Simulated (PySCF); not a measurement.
# hydrofluoric acid (HF): NMR shifts at several levels of theory

Aim: compute the NMR shifts of hydrofluoric acid (HF) (`F`) at several levels, and see how far they spread and what each costs.

Computed with PySCF 2.14.0, with density-fitted response routines of our own, on a single molecule in the gas phase. Atoms are numbered from 0 throughout.

## (1) Starting geometry

2 atoms, charge 0, multiplicity 1; geometry from: PBE0-D3(BJ)/def2-SVP.

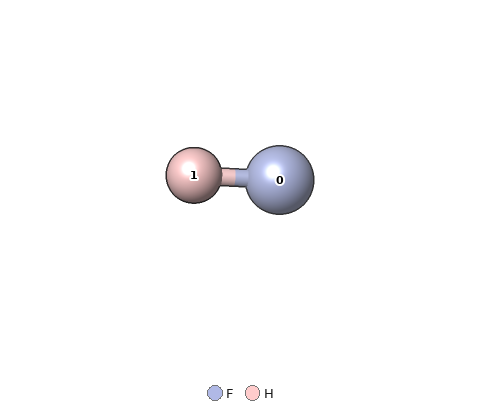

As it starts; fluorine light blue, hydrogen pink, atoms numbered.

## (2) Nuclear shieldings: PBE0/6-31G*

What the job is given:

```
{"job": {"kind": "nmr", "xc": "PBE0", "basis": "6-31G*", "pop": true}, "charge": 0, "multiplicity": 1}
F     -0.413619    -0.191150     0.039208
H      0.431104     0.162330    -0.051338
```

With the program's defaults for keys left out, this is: GIAO PBE0/6-31G* NMR shielding, non-relativistic, gas phase.

The run is started by

```
OMP_NUM_THREADS=1 python probes_run.py task.json out
```

The driver reads the jobs from task.json and runs them one after another.

Standard output:

```text
coarse grid: 1712 points
cycle   1  E = -100.2705707902  dE = -2.686e-02  |g| = 5.422e-01  |ddm| = 8.554e-01
cycle   2  E = -100.2572039996  dE =  1.337e-02  |g| = 6.421e-01  |ddm| = 6.257e-01
cycle   3  E = -100.3190143790  dE = -6.181e-02  |g| = 1.334e-02  |ddm| = 3.361e-01
cycle   4  E = -100.3190463810  dE = -3.200e-05  |g| = 2.102e-03  |ddm| = 7.325e-03
cycle   5  E = -100.3190471178  dE = -7.368e-07  |g| = 1.042e-04  |ddm| = 1.092e-03
final grid: 16976 points
cycle   6  E = -100.3231973180  dE = -6.678e-06  |g| = 1.636e-03  |ddm| = 4.534e-03
cycle   7  E = -100.3231972236  dE =  9.440e-08  |g| = 1.843e-03  |ddm| = 1.827e-03
cycle   8  E = -100.3231977306  dE = -5.070e-07  |g| = 4.069e-05  |ddm| = 9.460e-04
cycle   9  E = -100.3231977308  dE = -2.828e-10  |g| = 8.030e-06  |ddm| = 2.584e-05
converged SCF energy = -100.3231977308

GIAO shielding tensors (ppm)
atom      isotropic    diamagn.    paramagn.     s11        s22        s33       span
  0 F      410.890     468.842     -57.953    375.018    375.019    482.631    107.613
  1 H       30.324      26.485       3.839     23.534     23.534     43.905     20.371
```

Run time: 0.48 s. Hardware: 1 thread of Intel Xeon Platinum 8375C at 2.90GHz, shared host.

Shifts follow as δ = σ(reference) − σ, with reference shieldings (ppm) from runs at the same level and on the same kind of geometry: ¹H TMS 31.96, ¹⁹F CFCl3 198.9. The references are single molecules in the gas phase, so shifts against H2O, NH3, PH3, H3PO4 or CFCl3 are not on the usual liquid scales and can be off by tens of ppm.

```csv
atoms,environment,σ (ppm),δ (ppm)
H1,hydrogen on a fluorine,30.32,1.64
F0,fluorine bonded to H,410.9,-212.0
```

Charges from the same density, by scheme (e):

```csv
atoms,Mulliken,IAO,Hirshfeld,ESP fit
F0,-0.50,-0.44,-0.23,-0.43
```

## (3) Shielding tensors: PBE0/6-311+G(2d,p)

What the job is given:

```
{"job": {"kind": "nmr", "xc": "PBE0", "basis": "6-311+G(2d,p)", "pop": true}, "charge": 0, "multiplicity": 1}
F     -0.413619    -0.191150     0.039208
H      0.431104     0.162330    -0.051338
```

With the program's defaults for keys left out, this is: GIAO PBE0/6-311+G(2d,p) NMR shielding, non-relativistic, gas phase.

Standard output:

```text
coarse grid: 1712 points
cycle   1  E = -100.3422078347  dE = -3.794e-02  |g| = 4.874e-01  |ddm| = 6.531e-01
cycle   2  E = -100.3078151893  dE =  3.439e-02  |g| = 7.130e-01  |ddm| = 5.030e-01
cycle   3  E = -100.3805486402  dE = -7.273e-02  |g| = 2.385e-02  |ddm| = 2.792e-01
cycle   4  E = -100.3806273181  dE = -7.868e-05  |g| = 3.924e-03  |ddm| = 9.955e-03
cycle   5  E = -100.3806288967  dE = -1.579e-06  |g| = 2.781e-04  |ddm| = 1.198e-03
final grid: 16976 points
cycle   6  E = -100.3838857257  dE = -1.699e-05  |g| = 3.844e-03  |ddm| = 5.020e-03
cycle   7  E = -100.3838840826  dE =  1.643e-06  |g| = 5.151e-03  |ddm| = 3.166e-03
cycle   8  E = -100.3838876613  dE = -3.579e-06  |g| = 1.256e-04  |ddm| = 1.848e-03
cycle   9  E = -100.3838876633  dE = -1.993e-09  |g| = 1.622e-05  |ddm| = 5.621e-05
cycle  10  E = -100.3838876633  dE = -3.777e-11  |g| = 2.375e-06  |ddm| = 8.039e-06
converged SCF energy = -100.3838876633

GIAO shielding tensors (ppm)
atom      isotropic    diamagn.    paramagn.     s11        s22        s33       span
  0 F      411.639     463.377     -51.737    376.575    376.575    481.767    105.192
  1 H       30.088      29.377       0.711     23.113     23.113     44.037     20.924
```

Wall time 0.71 s (1 thread of Intel Xeon Platinum 8375C at 2.90GHz, shared host).

Key values: δ F0 -236.9, H1 1.42 ppm.

## (4) NMR shieldings: PBE0/def2-SVP

What the job is given:

```
{"job": {"kind": "nmr", "xc": "PBE0", "basis": "def2-SVP", "pop": true}, "charge": 0, "multiplicity": 1}
F     -0.413619    -0.191150     0.039208
H      0.431104     0.162330    -0.051338
```

Level: GIAO PBE0/def2-SVP NMR shielding, non-relativistic, gas phase.

Standard output:

```text
coarse grid: 1712 points
cycle   1  E = -100.2020609016  dE = -3.790e-02  |g| = 5.268e-01  |ddm| = 1.012e+00
cycle   2  E = -100.1876101712  dE =  1.445e-02  |g| = 6.300e-01  |ddm| = 6.419e-01
cycle   3  E = -100.2478118658  dE = -6.020e-02  |g| = 1.584e-02  |ddm| = 3.379e-01
cycle   4  E = -100.2478476164  dE = -3.575e-05  |g| = 2.359e-03  |ddm| = 8.641e-03
cycle   5  E = -100.2478484080  dE = -7.916e-07  |g| = 1.314e-04  |ddm| = 1.219e-03
final grid: 16976 points
cycle   6  E = -100.2583673019  dE = -9.228e-06  |g| = 2.091e-03  |ddm| = 6.888e-03
cycle   7  E = -100.2583671024  dE =  1.994e-07  |g| = 2.430e-03  |ddm| = 2.335e-03
cycle   8  E = -100.2583679942  dE = -8.918e-07  |g| = 2.833e-05  |ddm| = 1.275e-03
cycle   9  E = -100.2583679944  dE = -1.768e-10  |g| = 4.489e-06  |ddm| = 2.518e-05
converged SCF energy = -100.2583679944

GIAO shielding tensors (ppm)
atom      isotropic    diamagn.    paramagn.     s11        s22        s33       span
  0 F      421.257     461.642     -40.385    391.147    391.148    481.476     90.329
  1 H       30.090      30.705      -0.615     23.154     23.154     43.963     20.809
```

Run time: 0.56 s. Hardware: 1 thread of Intel Xeon Platinum 8375C at 2.90GHz, shared host.

Key values: δ F0 -206.6, H1 1.25 ppm.

## (5) NMR shieldings: PBE0/def2-TZVP

What the job is given:

```
{"job": {"kind": "nmr", "xc": "PBE0", "basis": "def2-TZVP", "pop": true}, "charge": 0, "multiplicity": 1}
F     -0.413619    -0.191150     0.039208
H      0.431104     0.162330    -0.051338
```

With the program's defaults for keys left out, this is: GIAO PBE0/def2-TZVP NMR shielding, non-relativistic, gas phase.

Standard output:

```text
coarse grid: 1712 points
cycle   1  E = -100.3516675705  dE = -3.691e-02  |g| = 4.922e-01  |ddm| = 6.727e-01
cycle   2  E = -100.3241533742  dE =  2.751e-02  |g| = 6.902e-01  |ddm| = 5.288e-01
cycle   3  E = -100.3905250354  dE = -6.637e-02  |g| = 2.197e-02  |ddm| = 2.847e-01
cycle   4  E = -100.3905928508  dE = -6.782e-05  |g| = 4.199e-03  |ddm| = 1.000e-02
cycle   5  E = -100.3905948838  dE = -2.033e-06  |g| = 2.289e-04  |ddm| = 1.450e-03
final grid: 16976 points
cycle   6  E = -100.3918711728  dE = -1.834e-05  |g| = 3.939e-03  |ddm| = 5.658e-03
cycle   7  E = -100.3918696845  dE =  1.488e-06  |g| = 5.168e-03  |ddm| = 3.492e-03
cycle   8  E = -100.3918732263  dE = -3.542e-06  |g| = 9.255e-05  |ddm| = 1.986e-03
cycle   9  E = -100.3918732273  dE = -1.028e-09  |g| = 1.637e-05  |ddm| = 4.326e-05
cycle  10  E = -100.3918732274  dE = -3.716e-11  |g| = 2.658e-06  |ddm| = 8.278e-06
converged SCF energy = -100.3918732274

GIAO shielding tensors (ppm)
atom      isotropic    diamagn.    paramagn.     s11        s22        s33       span
  0 F      412.363     466.510     -54.147    377.717    377.717    481.655    103.938
  1 H       29.912      27.972       1.940     22.855     22.855     44.028     21.174
```

Wall time 0.83 s (1 thread of Intel Xeon Platinum 8375C at 2.90GHz, shared host).

Key values: δ F0 -233.5, H1 1.57 ppm.

## (6) Shielding tensors: PBE0/cc-pVDZ

What the job is given:

```
{"job": {"kind": "nmr", "xc": "PBE0", "basis": "cc-pVDZ", "pop": true}, "charge": 0, "multiplicity": 1}
F     -0.413619    -0.191150     0.039208
H      0.431104     0.162330    -0.051338
```

With the program's defaults for keys left out, this is: GIAO PBE0/cc-pVDZ NMR shielding, non-relativistic, gas phase.

Standard output:

```text
coarse grid: 1712 points
cycle   1  E = -100.2962917392  dE = -2.718e-02  |g| = 5.361e-01  |ddm| = 2.088e+00
cycle   2  E = -100.2820779443  dE =  1.421e-02  |g| = 6.383e-01  |ddm| = 1.370e+00
cycle   3  E = -100.3430911627  dE = -6.101e-02  |g| = 1.572e-02  |ddm| = 6.864e-01
cycle   4  E = -100.3431246565  dE = -3.349e-05  |g| = 2.345e-03  |ddm| = 1.991e-02
cycle   5  E = -100.3431254088  dE = -7.522e-07  |g| = 1.320e-04  |ddm| = 2.817e-03
final grid: 16976 points
cycle   6  E = -100.3411330052  dE = -1.113e-05  |g| = 2.243e-03  |ddm| = 1.621e-02
cycle   7  E = -100.3411327922  dE =  2.130e-07  |g| = 2.577e-03  |ddm| = 5.416e-03
cycle   8  E = -100.3411337814  dE = -9.892e-07  |g| = 3.522e-05  |ddm| = 2.828e-03
cycle   9  E = -100.3411337816  dE = -2.304e-10  |g| = 4.657e-06  |ddm| = 5.259e-05
converged SCF energy = -100.3411337816

GIAO shielding tensors (ppm)
atom      isotropic    diamagn.    paramagn.     s11        s22        s33       span
  0 F      418.049     462.243     -44.195    386.053    386.053    482.040     95.987
  1 H       30.465      31.166      -0.701     23.678     23.678     44.038     20.360
```

It took 0.55 s on 1 thread of Intel Xeon Platinum 8375C at 2.90GHz, shared host.

Key values: δ F0 -217.1, H1 0.83 ppm.

## (7) NMR shieldings: PBE0/cc-pVTZ

What the job is given:

```
{"job": {"kind": "nmr", "xc": "PBE0", "basis": "cc-pVTZ", "pop": true}, "charge": 0, "multiplicity": 1}
F     -0.413619    -0.191150     0.039208
H      0.431104     0.162330    -0.051338
```

Method: GIAO PBE0/cc-pVTZ NMR shielding, non-relativistic, gas phase.

Standard output:

```text
coarse grid: 1712 points
cycle   1  E = -100.3470590770  dE = -3.920e-02  |g| = 5.031e-01  |ddm| = 2.162e+00
cycle   2  E = -100.3225590248  dE =  2.450e-02  |g| = 6.893e-01  |ddm| = 1.187e+00
cycle   3  E = -100.3869083894  dE = -6.435e-02  |g| = 2.026e-02  |ddm| = 6.223e-01
cycle   4  E = -100.3869664228  dE = -5.803e-05  |g| = 4.289e-03  |ddm| = 2.389e-02
cycle   5  E = -100.3869685004  dE = -2.078e-06  |g| = 1.796e-04  |ddm| = 3.641e-03
final grid: 16976 points
cycle   6  E = -100.3852960049  dE = -2.187e-05  |g| = 3.126e-03  |ddm| = 2.292e-02
cycle   7  E = -100.3852952961  dE =  7.088e-07  |g| = 3.922e-03  |ddm| = 6.474e-03
cycle   8  E = -100.3852972668  dE = -1.971e-06  |g| = 1.035e-04  |ddm| = 3.687e-03
cycle   9  E = -100.3852972680  dE = -1.215e-09  |g| = 1.681e-05  |ddm| = 9.411e-05
cycle  10  E = -100.3852972681  dE = -3.624e-11  |g| = 3.200e-06  |ddm| = 1.551e-05
converged SCF energy = -100.3852972681

GIAO shielding tensors (ppm)
atom      isotropic    diamagn.    paramagn.     s11        s22        s33       span
  0 F      412.273     466.842     -54.569    377.682    377.683    481.453    103.771
  1 H       29.482      29.227       0.255     22.112     22.112     44.222     22.110
```

It took 0.92 s on 1 thread of Intel Xeon Platinum 8375C at 2.90GHz, shared host.

In short: δ F0 -229.7, H1 1.81 ppm.

## (8) Shielding tensors: PBE0/aug-cc-pVDZ

What the job is given:

```
{"job": {"kind": "nmr", "xc": "PBE0", "basis": "aug-cc-pVDZ", "pop": true}, "charge": 0, "multiplicity": 1}
F     -0.413619    -0.191150     0.039208
H      0.431104     0.162330    -0.051338
```

Level: GIAO PBE0/aug-cc-pVDZ NMR shielding, non-relativistic, gas phase.

Standard output:

```text
coarse grid: 1712 points
cycle   1  E = -100.3309233816  dE = -3.903e-02  |g| = 4.412e-01  |ddm| = 2.214e+00
cycle   2  E = -100.3008064322  dE =  3.012e-02  |g| = 6.374e-01  |ddm| = 1.116e+00
cycle   3  E = -100.3650102079  dE = -6.420e-02  |g| = 2.306e-02  |ddm| = 6.110e-01
cycle   4  E = -100.3650934039  dE = -8.320e-05  |g| = 2.681e-03  |ddm| = 3.125e-02
cycle   5  E = -100.3650943498  dE = -9.458e-07  |g| = 2.670e-04  |ddm| = 2.455e-03
final grid: 16976 points
cycle   6  E = -100.3630519988  dE = -1.181e-05  |g| = 2.229e-03  |ddm| = 1.988e-02
cycle   7  E = -100.3630513942  dE =  6.046e-07  |g| = 3.025e-03  |ddm| = 5.113e-03
cycle   8  E = -100.3630528133  dE = -1.419e-06  |g| = 4.118e-05  |ddm| = 3.031e-03
cycle   9  E = -100.3630528137  dE = -4.399e-10  |g| = 6.209e-06  |ddm| = 8.107e-05
converged SCF energy = -100.3630528137

GIAO shielding tensors (ppm)
atom      isotropic    diamagn.    paramagn.     s11        s22        s33       span
  0 F      417.800     462.170     -44.371    386.218    386.218    480.964     94.746
  1 H       30.211      30.384      -0.173     23.328     23.328     43.977     20.649
```

It took 0.73 s on 1 thread of Intel Xeon Platinum 8375C at 2.90GHz, shared host.

This run: δ F0 -223.7, H1 1.18 ppm.

## (9) Shielding tensors: PBE0/IGLO-III

What the job is given:

```
{"job": {"kind": "nmr", "xc": "PBE0", "basis": "IGLO-III", "pop": true}, "charge": 0, "multiplicity": 1}
F     -0.413619    -0.191150     0.039208
H      0.431104     0.162330    -0.051338
```

With the program's defaults for keys left out, this is: GIAO PBE0/IGLO-III NMR shielding, non-relativistic, gas phase.

Standard output:

```text
coarse grid: 1712 points
cycle   1  E = -100.3562072086  dE = -3.787e-02  |g| = 4.987e-01  |ddm| = 6.827e-01
cycle   2  E = -100.3210025121  dE =  3.520e-02  |g| = 7.348e-01  |ddm| = 3.869e-01
cycle   3  E = -100.3959215334  dE = -7.492e-02  |g| = 2.173e-02  |ddm| = 2.086e-01
cycle   4  E = -100.3959890121  dE = -6.748e-05  |g| = 4.323e-03  |ddm| = 7.379e-03
cycle   5  E = -100.3959910832  dE = -2.071e-06  |g| = 1.917e-04  |ddm| = 1.144e-03
final grid: 16976 points
cycle   6  E = -100.3971105454  dE = -2.369e-05  |g| = 3.211e-03  |ddm| = 6.683e-03
cycle   7  E = -100.3971094468  dE =  1.099e-06  |g| = 4.352e-03  |ddm| = 2.004e-03
cycle   8  E = -100.3971119262  dE = -2.479e-06  |g| = 6.732e-05  |ddm| = 1.168e-03
cycle   9  E = -100.3971119267  dE = -5.708e-10  |g| = 1.145e-05  |ddm| = 2.621e-05
converged SCF energy = -100.3971119267

GIAO shielding tensors (ppm)
atom      isotropic    diamagn.    paramagn.     s11        s22        s33       span
  0 F      410.839     465.984     -55.144    375.384    375.384    481.749    106.365
  1 H       29.674      28.880       0.794     22.451     22.451     44.119     21.668
```

Run time: 0.78 s. Hardware: 1 thread of Intel Xeon Platinum 8375C at 2.90GHz, shared host.

In short: δ F0 -236.2, H1 1.70 ppm.

## (10) Shielding tensors: PBE0/pcSseg-0

What the job is given:

```
{"job": {"kind": "nmr", "xc": "PBE0", "basis": "pcSseg-0", "pop": true}, "charge": 0, "multiplicity": 1}
F     -0.413619    -0.191150     0.039208
H      0.431104     0.162330    -0.051338
```

Method: GIAO PBE0/pcSseg-0 NMR shielding, non-relativistic, gas phase.

Standard output:

```text
coarse grid: 1712 points
cycle   1  E = -100.0750626030  dE = -3.820e-02  |g| = 4.659e-01  |ddm| = 8.602e-01
cycle   2  E = -100.0760851193  dE = -1.023e-03  |g| = 5.120e-01  |ddm| = 5.809e-01
cycle   3  E = -100.1113394233  dE = -3.525e-02  |g| = 6.822e-03  |ddm| = 2.684e-01
cycle   4  E = -100.1113491090  dE = -9.686e-06  |g| = 3.245e-04  |ddm| = 6.790e-03
final grid: 16976 points
cycle   5  E = -100.0875512537  dE = -4.848e-06  |g| = 5.472e-03  |ddm| = 5.400e-03
cycle   6  E = -100.0875507740  dE =  4.797e-07  |g| = 5.837e-03  |ddm| = 5.680e-03
cycle   7  E = -100.0875552228  dE = -4.449e-06  |g| = 1.748e-05  |ddm| = 2.887e-03
cycle   8  E = -100.0875552229  dE = -8.731e-11  |g| = 4.522e-06  |ddm| = 1.878e-05
converged SCF energy = -100.0875552229

GIAO shielding tensors (ppm)
atom      isotropic    diamagn.    paramagn.     s11        s22        s33       span
  0 F      416.057     466.946     -50.889    382.542    382.543    483.086    100.544
  1 H       31.151      28.514       2.637     24.898     24.898     43.658     18.760
```

Run time: 0.49 s. Hardware: 1 thread of Intel Xeon Platinum 8375C at 2.90GHz, shared host.

Key values: δ F0 -237.7, H1 1.68 ppm.

## (11) Shielding tensors: PBE0/pcSseg-3

What the job is given:

```
{"job": {"kind": "nmr", "xc": "PBE0", "basis": "pcSseg-3", "pop": true}, "charge": 0, "multiplicity": 1}
F     -0.413619    -0.191150     0.039208
H      0.431104     0.162330    -0.051338
```

Level: GIAO PBE0/pcSseg-3 NMR shielding, non-relativistic, gas phase.

Standard output:

```text
coarse grid: 1712 points
cycle   1  E = -100.3604275684  dE = -3.927e-02  |g| = 4.978e-01  |ddm| = 5.738e-01
cycle   2  E = -100.3215815223  dE =  3.885e-02  |g| = 7.473e-01  |ddm| = 2.967e-01
cycle   3  E = -100.3999992341  dE = -7.842e-02  |g| = 2.372e-02  |ddm| = 1.711e-01
cycle   4  E = -100.4000742290  dE = -7.499e-05  |g| = 4.970e-03  |ddm| = 6.364e-03
cycle   5  E = -100.4000767047  dE = -2.476e-06  |g| = 3.278e-04  |ddm| = 9.508e-04
final grid: 16976 points
cycle   6  E = -100.4012625074  dE = -7.140e-05  |g| = 2.894e-03  |ddm| = 3.226e-02
cycle   7  E = -100.4012619828  dE =  5.247e-07  |g| = 3.247e-03  |ddm| = 1.576e-03
cycle   8  E = -100.4012633500  dE = -1.367e-06  |g| = 4.229e-04  |ddm| = 8.164e-04
cycle   9  E = -100.4012633726  dE = -2.258e-08  |g| = 1.813e-05  |ddm| = 9.610e-05
cycle  10  E = -100.4012633726  dE = -2.959e-11  |g| = 2.753e-06  |ddm| = 4.084e-06
converged SCF energy = -100.4012633726

GIAO shielding tensors (ppm)
atom      isotropic    diamagn.    paramagn.     s11        s22        s33       span
  0 F      410.924     469.980     -59.056    375.674    375.674    481.423    105.748
  1 H       29.096      27.983       1.113     21.607     21.607     44.073     22.466
```

Wall time 2.1 s (1 thread of Intel Xeon Platinum 8375C at 2.90GHz, shared host); peak memory 0.35 GiB.

This run: δ F0 -237.1, H1 2.08 ppm.

## (12) Run by run: NMR shifts

Shifts (ppm), with basis size and wall time:

```csv
run,H1,F0,functions,time
PBE0/6-31G*,1.64,-212.0,16,0.48 s
"PBE0/6-311+G(2d,p)",1.42,-236.9,33,0.71 s
PBE0/def2-SVP,1.25,-206.6,19,0.56 s
PBE0/def2-TZVP,1.57,-233.5,37,0.83 s
PBE0/cc-pVDZ,0.83,-217.1,19,0.55 s
PBE0/cc-pVTZ,1.81,-229.7,44,0.92 s
PBE0/aug-cc-pVDZ,1.18,-223.7,32,0.73 s
PBE0/IGLO-III,1.70,-236.2,45,0.78 s
PBE0/pcSseg-0,1.68,-237.7,11,0.49 s
PBE0/pcSseg-3,2.08,-237.1,105,2.1 s
```

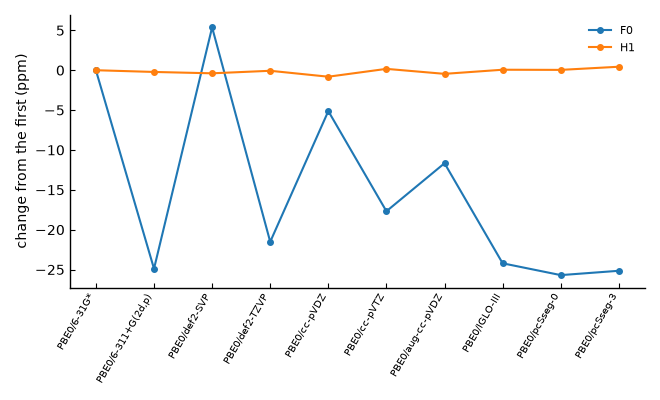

How the tabulated atoms move from run to run.

## (13) Results

| quantity | value |
| --- | --- |
| ¹H shifts against TMS (PBE0/6-31G*) | 1.64 ppm |
| ¹⁹F shifts against CFCl3 (PBE0/6-31G*) | -212.0 ppm |
| range of the shift of F0 | -237.7 to -206.6 ppm |

What this shows: Single values in the summary come from the first run of each kind that ended normally (PBE0/6-31G*), which need not be the best level. At PBE0/6-31G*: Shielding is most anisotropic at F0 (span 108 ppm, paramagnetic term -58 ppm). In ppm, F0 moves most: its shift spreads over 31.1 ppm, from -237.7 (PBE0/pcSseg-0) to -206.6 (PBE0/def2-SVP). Most of that comes from the computed reference, not from the atom's own shielding.
